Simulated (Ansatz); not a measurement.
**PBE-QIDH/def2-TZVPP run of BHF2 (SMILES FBF)**

What is the electronic atomisation energy of BHF2 at PBE-QIDH/def2-TZVPP? 

Program for the calculation: Ansatz 0.2.0.

46 further runs of the same task are left out: 46 set aside as unsound or not needed.

### 1 The structure to begin with

The species is BHF2 (4 atoms), meant as a singlet with charge 0. As SMILES, `FBF`. Geometry: relaxed at PBE0-D4/def2-TZVP.

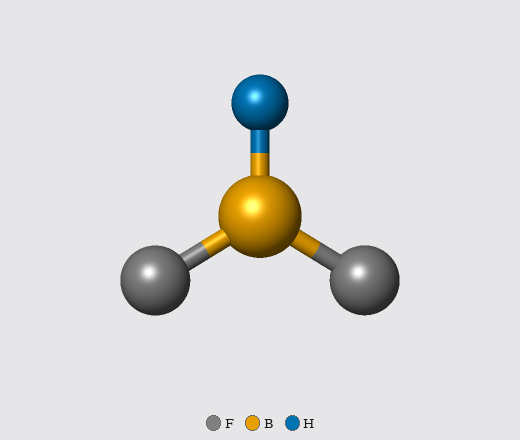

The structure, seen from a chosen angle (fluorine grey, boron amber, hydrogen blue).

### 2 The energy at PBE-QIDH/def2-TZVPP

File input.yaml:

```yaml
crystal:
  periodic: [false, false, false]
  atoms:
    - {symbol: F, position_ang: [1.154300, 0.456900, -0.361900]}
    - {symbol: B, position_ang: [-0.001900, -0.031000, 0.025200]}
    - {symbol: F, position_ang: [-1.095400, 0.528700, -0.438900]}
    - {symbol: H, position_ang: [-0.057000, -0.954600, 0.775600]}
basis:
  gaussian:
    orbitals: def2-TZVPP
hamiltonian:
  xc: {name: PBE-QIDH}
correlation:
  frozen_orbitals: {B: 1, F: 1, H: 0}
accuracy: high
output:
  orbitals: {seedname: orbitals}
```

Command:

```console
$ ansatz run input.yaml --threads 1 --pin off --max-ram 3480MiB --events-out events.jsonl --progress --plain --runs-dir runs
```

The log of the run:

```text
Warning: RAYON_NUM_THREADS=1 ignored (pool sized by the plan → 1); use --threads N
Functional definition: PBE-QIDH
  name "PBE-QIDH"
  parameter a = 3^(-1/3)
  parameter c = 1/3
  exchange = (1 - a)*pbe_x + a*exact_x
  correlation = (1 - c)*pbe_c + c*(mp2_os + mp2_ss)
1729 factors; integrals over basis functions are off by at most 3.4e-9 eV
mean field evaluation 1: about -6117.6599 eV, gradient 3.3e1 eV
mean field evaluation 2: about -6117.6596 eV, gradient 3.3e1 eV
mean field evaluation 4: about -6119.2177 eV, gradient 1.2e0 eV
mean field evaluation 8: about -6119.2230 eV, gradient 4.5e-3 eV
mean field evaluation 16: about -6119.2230 eV, gradient 6.8e-7 eV
mean field -6119.22298041 eV, -224.8772967718 hartree, gradient 1.9e-8 eV, S^2 0.000000; 0 other end points of the search recorded, 0 dependent functions left out
3 core orbitals not correlated: weight in the atoms' cores, before any rotation towards them, 1.000 or more for the frozen orbitals, at most 0.000 for the correlated occupied ones
reference -6119.22298139 eV, -224.8772968079 hartree; 9, 9 occupied and 95, 95 virtual orbitals, 1729 factors
second order -17.94296329 eV of doubles, -0.00000000 eV of singles
Total energy: -6125.20396916 eV, -225.0970940541 hartree
```

It took 6.6 s on 1 thread of Intel Xeon Platinum 8175M at 2.50GHz (Skylake/Cascade Lake), shared host; peak memory 0.26 GiB.

### 3 The B atom, same level

File molecule.yaml:

```yaml
crystal:
  periodic: [false, false, false]
  atoms:
    - symbol: B
      position_ang: [0.000000, 0.000000, 0.000000]
basis:
  gaussian:
    orbitals: def2-TZVPP
magnetization:
  spin_polarized: true
  initial_magnetization: 1
hamiltonian:
  xc: {name: PBE-QIDH}
correlation:
  frozen_orbitals: {B: 1}
accuracy: high
```

Run the same way, it converges to -24.61334 Eh (log not shown).

### 4 The F atom

File molecule.yaml:

```yaml
crystal:
  periodic: [false, false, false]
  atoms:
    - {symbol: F, position_ang: [0.000000, 0.000000, 0.000000]}
basis:
  gaussian:
    orbitals: def2-TZVPP
accuracy: high
correlation:
  frozen_orbitals: {F: 1}
hamiltonian:
  xc: {name: PBE-QIDH}
magnetization:
  spin_polarized: true
  initial_magnetization: 1
```

Run the same way, it converges to -99.66615 Eh (log not shown).

### 5 The H atom at the same level

File job.yaml:

```yaml
crystal:
  periodic: [false, false, false]
  atoms:
    - {symbol: H, position_ang: [0.000000, 0.000000, 0.000000]}
basis:
  gaussian:
    orbitals: def2-TZVPP
correlation:
  frozen_orbitals: {H: 0}
magnetization:
  spin_polarized: true
  initial_magnetization: 1
accuracy: high
hamiltonian:
  xc: {name: PBE-QIDH}
```

Command:

```console
$ ansatz run job.yaml --threads 1 --pin off --max-ram 3480MiB --events-out events.jsonl --progress --plain --runs-dir runs
```

The log of the run (excerpt; [...] marks lines left out):

```text
Warning: RAYON_NUM_THREADS=1 ignored (pool sized by the plan → 1); use --threads N
[... 6 set-up lines as earlier in the session ...]
92 factors; integrals over basis functions are off by at most 8.4e-10 eV
mean field evaluation 1: about -13.6293 eV, gradient 1.3e0 eV
mean field evaluation 2: about -13.6290 eV, gradient 1.3e0 eV
mean field evaluation 4: about -13.6546 eV, gradient 1.1e-3 eV
mean field evaluation 8: about -13.6545 eV, gradient 2.4e-5 eV
mean field -13.65448626 eV, -0.5017931146 hartree, gradient 4.8e-10 eV, S^2 0.750000; 0 other end points of the search recorded, 0 dependent functions left out
reference -13.65448706 eV, -0.5017931442 hartree; 1, 0 occupied and 13, 14 virtual orbitals, 92 factors
second order 0.00000000 eV of doubles, -0.00000000 eV of singles
Total energy: -13.65448706 eV, -0.5017931442 hartree
```

Wall time 0.2 s (1 thread of Intel Xeon Platinum 8175M at 2.50GHz (Skylake/Cascade Lake), shared host).

### 6 What came out

Level: PBE-QIDH/def2-TZVPP, 3 core orbitals frozen.

| quantity | value |
| --- | --- |
| molecule: total energy | -225.09709 Eh |
| molecule: HOMO energy (SCF part's orbitals) | -13.68 eV |
| molecule: LUMO energy (SCF part's orbitals) | 1.59 eV |
| molecule: HOMO–LUMO gap (SCF part's orbitals) | 15.27 eV |
| B atom: total energy | -24.61334 Eh |
| B atom: ⟨S²⟩ | 0.757 |
| F atom: total energy | -99.66615 Eh |
| F atom: ⟨S²⟩ | 0.753 |
| H atom: total energy | -0.50179 Eh |
| H atom: ⟨S²⟩ | 0.750 |
| electronic atomisation energy | 17.678 eV |

What this shows: Taking the molecule apart into free atoms costs 17.68 eV (1706 kJ/mol), before zero-point energy and without spin-orbit coupling.
